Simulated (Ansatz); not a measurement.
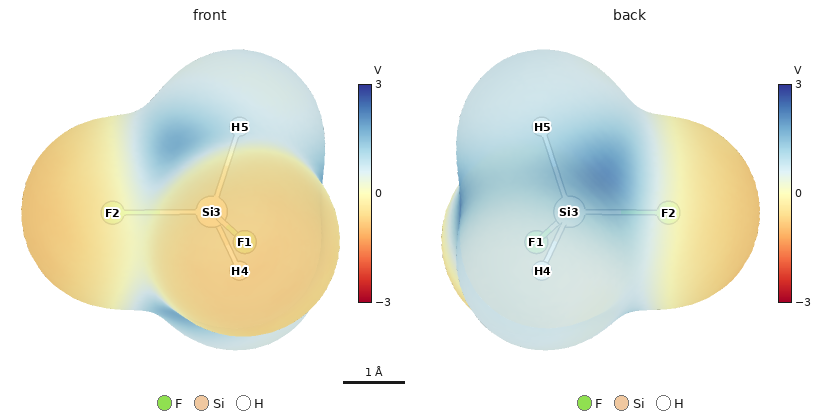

F$_{2}$H$_{2}$Si (SMILES F[SiH2]F). The electrostatic potential painted on the density surface at 0.002 e/bohr³, seen from the front and from behind; red is negative and blue positive.

Geometry: BLYP-D3(BJ)/def2-SVP.

Computed with isolated molecule in a Gaussian basis; Kohn-Sham density functional theory, functional PBE0 (Ansatz).

```xyz
5

F    -2.9304    1.4086    1.5549
F    -1.9950    2.7038    3.6486
Si   -1.6685    1.5187    2.5794
H    -0.4576    1.9018    1.8014
H    -1.5446    0.2324    3.3198
```

**Where is the surface potential most negative and most positive?**

The most negative region (about −0.8 V) lies over F1 and F2, the most positive (about +2.1 V) over Si3.
